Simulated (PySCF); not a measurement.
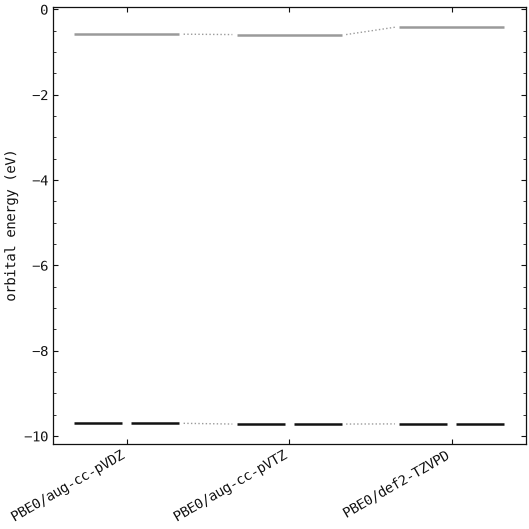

Frontier orbital energies of GeH₃F (monofluorogermane), SMILES [F][GeH3], singlet at one geometry, PySCF 2.14.0, at a PBE0-D3(BJ)/def2-SVP geometry (no frequency check). Empty levels are grey, levels within 0.1 eV stand side by side; all columns show the same few orbitals around the gap. Dotted lines join the HOMOs and the LUMOs.

### How do the frontier levels move from column to column?

The separation grows from 9.12 eV (PBE0/aug-cc-pVDZ) to 9.30 eV (PBE0/def2-TZVPD).

| level | HOMO (eV) | LUMO (eV) | separation (eV) |
| --- | --- | --- | --- |
| PBE0/aug-cc-pVDZ | −9.70 | −0.58 | 9.12 |
| PBE0/aug-cc-pVTZ | −9.72 | −0.59 | 9.13 |
| PBE0/def2-TZVPD | −9.71 | −0.42 | 9.30 |

Limits of at least one run: empty levels above zero depend strongly on the basis.
